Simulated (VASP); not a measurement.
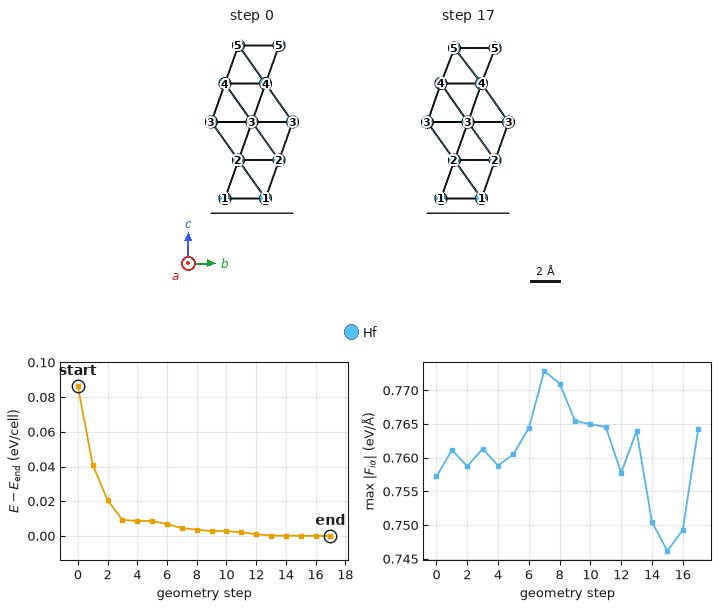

First and last geometry of a relaxation of a slab of composition Hf, with the history of the run. The picture is a ball-and-stick view of the 2 × 2 repeat of the cell, outlined in the plane, without the vacuum, seen along the a axis.

The run lets the atoms move in a fixed cell. 2 atoms are held fixed.

All numbers below come from Kohn-Sham DFT of a periodic cell, PBEsol, VASP PAW PBE potentials, recommended in VASP.

The input:
```
  ALGO = Fast
  DIPOL = 0.5 0.5 0.500
  EDIFF = 1E-6
  EDIFFG = -0.02
  ENCUT = 520
  GGA = PS
  IBRION = 2
  IDIPOL = 3
  ISIF = 2
  ISMEAR = 0
  LASPH = True
  LCHARG = False
  LDIPOL = True
  LREAL = False
  LWAVE = False
  NELM = 60
  NSW = 60
  PREC = Accurate
  SIGMA = 0.05
```

Command:
```bash
cat potpaw_PBE.64/Hf_pv/POTCAR > POTCAR
mpirun -np 1 vasp_std > vasp.out
```

Read the history and describe the run.

Answer. The run was cut off at its time limit before the relaxation converged, so the last structure is only a point on the way. The largest move is that of Hf5, 0.19 Å along the normal (−c). The cell stays as it was. Near-neighbour distances that change, for instance: Hf4–Hf5 3.140 → 2.978 Å, Hf3–Hf4 3.140 → 3.166 Å, Hf2–Hf3 3.140 → 3.124 Å. After 17 geometry steps the energy has fallen by 86.4 meV per cell of the calculation. The largest force component goes from 0.76 to 0.76 eV/Å.
